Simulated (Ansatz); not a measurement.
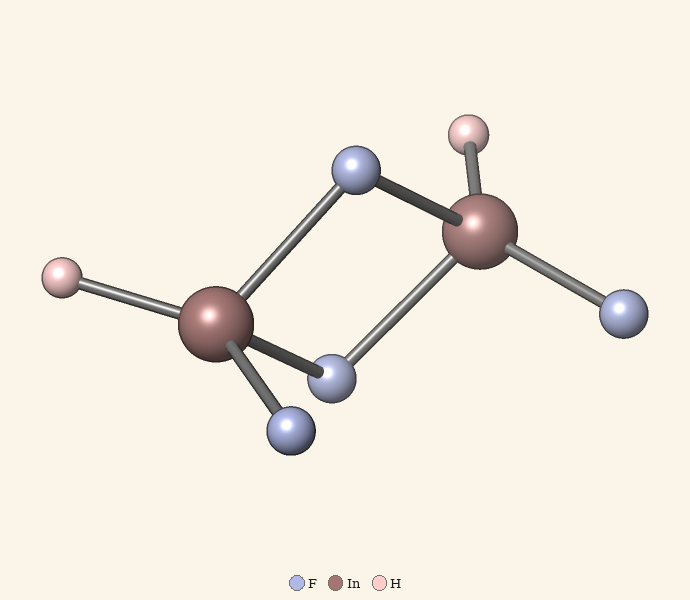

Starting geometry of the run.

Input file:

```yaml
crystal:
  periodic: [false, false, false]
  atoms:
    - {symbol: F, position_ang: [2.414916, -1.180980, 0.606815]}
    - {symbol: In, position_ang: [1.503346, 0.512944, 0.526610]}
    - {symbol: F, position_ang: [0.336175, 0.305995, -1.228312]}
    - {symbol: In, position_ang: [-1.556872, -0.325753, -0.520135]}
    - {symbol: F, position_ang: [-1.441648, -2.237924, -0.712848]}
    - {symbol: F, position_ang: [-0.427008, 0.012305, 1.238798]}
    - {symbol: H, position_ang: [1.941591, 2.102406, 0.850682]}
    - {symbol: H, position_ang: [-2.770500, 0.811006, -0.761610]}
basis:
  gaussian: {orbitals: def2-mTZVP, final_grid: {core_spheres: 20, valence_spheres: 16, degree: 47}}
hamiltonian: {xc: {name: PBE0}}
output: {forces: true}
```

Command:

```sh
ansatz run in.yaml --threads 4 --pin off --events-out ev --progress --plain --max-ram 10444MiB
```

Result:

```
Functional definition: PBE0
  name "PBE0"
  cite "Adamo & Barone, J. Chem. Phys. 110, 6158 (1999) doi:10.1063/1.478522"
  cite "Perdew, Burke & Ernzerhof, Phys. Rev. Lett. 77, 3865 (1996) doi:10.1103/PhysRevLett.77.3865"
  parent pbe
  parameter a = 0.25
  parameter kappa = 0.804
  parameter beta = 0.06672455060314922
  exchange = (1 - a)*pbe_x(kappa = kappa, mu = beta*pi^2/3) + a*exact_x
  correlation = pbe_c(beta = beta)
1528 factors; integrals over basis functions are off by at most 3.9e-4 eV
mean field evaluation 1: about -21237.2110 eV, gradient 7.8e1 eV
mean field evaluation 2: about -21208.7584 eV, gradient 1.6e2 eV
mean field evaluation 4: about -21245.9685 eV, gradient 8.6e0 eV
mean field evaluation 8: about -21246.1816 eV, gradient 2.6e-1 eV
mean field evaluation 16: about -21246.1817 eV, gradient 1.7e-5 eV
mean field -21246.18172789 eV, -780.7827773208 hartree, gradient 1.6e-5 eV, S^2 0.000000; 0 other end points of the search recorded, 0 dependent functions left out
the calculation of the forces begins
reference -21246.18178145 eV, -780.7827792891 hartree; 40, 40 occupied and 114, 114 virtual orbitals, 1528 factors
Total energy: -21246.18178145 eV, -780.7827792891 hartree
Atom 0 at     2.414916    -1.180980     0.606815 Å, force     0.201783    -0.326165     0.023989 eV/Å
Atom 1 at     1.503346     0.512944     0.526610 Å, force     0.090312     0.280122     0.059173 eV/Å
Atom 2 at     0.336175     0.305995    -1.228312 Å, force     0.050069     0.052198    -0.184127 eV/Å
Atom 3 at    -1.556872    -0.325753    -0.520135 Å, force    -0.223920     0.193567    -0.047983 eV/Å
Atom 4 at    -1.441648    -2.237924    -0.712848 Å, force    -0.000705    -0.381400    -0.044761 eV/Å
Atom 5 at    -0.427008     0.012305     1.238798 Å, force    -0.067251     0.007317     0.186793 eV/Å
Atom 6 at     1.941591     2.102406     0.850682 Å, force     0.036207     0.103925     0.024096 eV/Å
Atom 7 at    -2.770500     0.811006    -0.761610 Å, force    -0.086496     0.070435    -0.017180 eV/Å
Dipole moment:    -0.299202     1.050037     0.033379 e Å
```

The calculation finished and met its thresholds.
